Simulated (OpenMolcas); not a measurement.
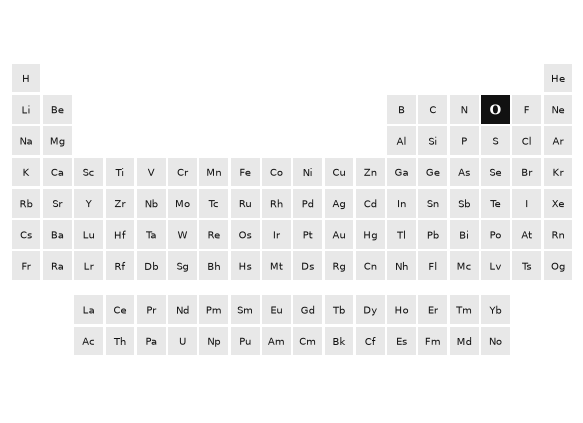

Fig. 1: The place of oxygen in the periodic table.

**Multiconfigurational calculation for O⁵⁺**

System: O⁵⁺.
Method: state-averaged CASSCF, active space 1 electron in the shells 2s 2p, basis ANO-RCC-VTZP, DKH3 scalar Hamiltonian, spin-orbit coupling by RASSI with atomic mean-field integrals (OpenMolcas).

### Input file
```
&GATEWAY
Coord
1

O 0.0 0.0 0.0
Basis=ANO-RCC-VTZP
Group=XYZ
NoMove
AngMom=0.0 0.0 0.0
AMFI
&SEWARD
Relativistic=R03O02
&RASSCF
FileOrb=start.orb
Symmetry=1
Spin=3
nActEl=1 0 0
Inactive=1 0
Ras2=1 3
CIRoot=1 1 1
SDav=1
CIMx=300
Iter=81 100
PrWF=0.3
OrbListing=Nothing
MaxOrb=0
Atom
CIOnly
>>> COPY $Project.JobIph JOB001
```

The file start.orb holds starting orbitals from an earlier step.

Launched with:
```bash
OMP_NUM_THREADS=1 MOLCAS_MEM=2252 MOLCAS_PROJECT=a pymolcas a.inp > a.log  # once for each step of the input, in one work folder
```

### The program's output (extracts)
```
--- SEWARD ---
Basis set label: O.ANO-RCC...4S3P2D1F.

      Electronic valence basis set:
      ------------------
      Associated Effective Charge   8.000000 au
      Associated Actual Charge      8.000000 au
      Nuclear Model: Point charge

      Shell  nPrim  nBasis  Cartesian Spherical Contaminant
         s      14       4        X
         p       9       3        X
         d       4       2                 X
         f       3       1                 X
Relativistic=R03O02
                  Relativistic Douglas-Kroll-Hess integrals:
                    - DKH order of Hamiltonian: 3
                    - DKH order of Properties : 2
--- RASSCF ---

 Nr of active orbitals     NAC=   4
 Spin degeneracy         ISPIN=   3
 There can be no such wave function.
 ************************************************
--- Stop Module: rasscf at  /rc=_RC_INPUT_ERROR_ ---
.####################.
.# User input error #.
.####################.
```

### Outcome

| quantity | value |
| --- | --- |
| outcome | refused by the program |
| hardware | 1 CPU thread, shared host |

### Diagnosis

The input is odd on purpose: wrong spin. The program refused the input; the driver noted: RASSCF spin 2: _RC_INPUT_ERROR_.
